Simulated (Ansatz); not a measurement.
## Pressure series in V3O5

Start from V₃O₅ (space group C2/c, No. 15; ferromagnetic).

```yaml
crystal:
  lattice:
    - [4.98072, -2.45346, 0.00000]
    - [4.98072, 2.45346, 0.00000]
    - [-2.65961, 0.00000, 6.49632]
  atoms:
    - { symbol: V, position: [0.12133, 0.13385, 0.21793] }
    - { symbol: V, position: [0.87867, 0.86615, 0.78207] }
    - { symbol: V, position: [0.13385, 0.12133, 0.71793] }
    - { symbol: V, position: [0.86615, 0.87867, 0.28207] }
    - { symbol: V, position: [0.50000, 0.50000, 0.50000] }
    - { symbol: V, position: [0.50000, 0.50000, 0.00000] }
    - { symbol: O, position: [0.69256, 0.30744, 0.75000] }
    - { symbol: O, position: [0.30744, 0.69256, 0.25000] }
    - { symbol: O, position: [0.54193, 0.84369, 0.66192] }
    - { symbol: O, position: [0.45807, 0.15631, 0.33808] }
    - { symbol: O, position: [0.84369, 0.54193, 0.16192] }
    - { symbol: O, position: [0.15631, 0.45807, 0.83808] }
    - { symbol: O, position: [0.24023, 0.92498, 0.94477] }
    - { symbol: O, position: [0.75977, 0.07502, 0.05523] }
    - { symbol: O, position: [0.92498, 0.24023, 0.44477] }
    - { symbol: O, position: [0.07502, 0.75977, 0.55523] }
```

Cell and atoms are relaxed at each pressure.

Method: PBEsol in Ansatz (plane waves to 420 eV, PAW, scalar-relativistic without spin-orbit coupling).

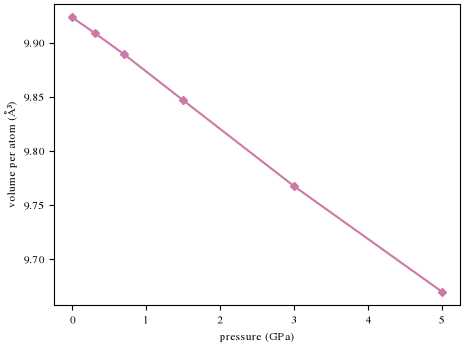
Figure: Volume per atom against pressure

```csv
pressure (GPa),volume per atom
0.3,9.91 Å³
0.7,9.89 Å³
1.5,9.85 Å³
3,9.77 Å³
5,9.67 Å³
```

Other magnetic orders, which the real material may have, were not ruled out. Load acts through the strain it causes; cell and atoms are relaxed under it. Stability against distortions was not tested. No other phases were tried under pressure. No Hubbard U is applied, and correlation can decide whether such a compound is a metal. The base started in P-1 and relaxed to C2/c at this level.

Ansatz is a program for electronic structure.
